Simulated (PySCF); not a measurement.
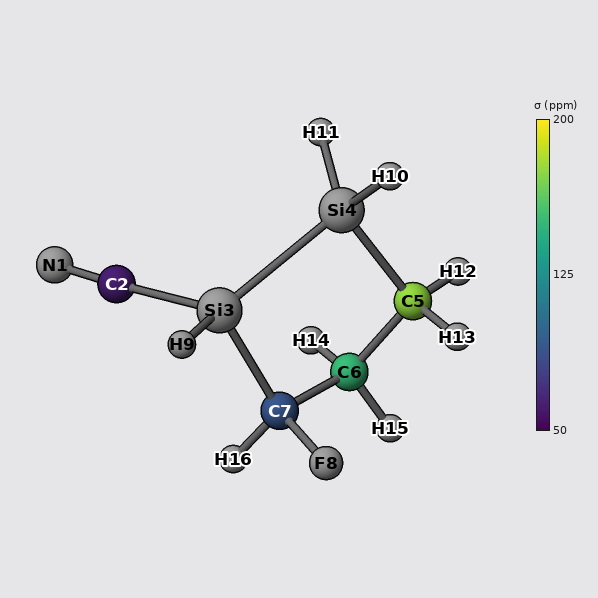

Atoms are coloured by their isotropic NMR shieldings (C only, the others grey). The geometry was computed by an optimisation with GFN2-xTB. No frequency run is at hand to confirm it as a minimum. Level of theory: GIAO PBE0/pcSseg-1 NMR shielding, non-relativistic, gas phase (PySCF 2.14.0).

List the isotropic NMR shieldings of the C atoms.

| atom | σ (ppm) |
| --- | --- |
| C2 | 63.5 |
| C5 | 175.9 |
| C6 | 151.0 |
| C7 | 90.3 |

The geometry is semi-empirical. Around Si such bond lengths and angles can be off by a tenth of an ångström or more and by several degrees, and values that hang on the shape move with them.
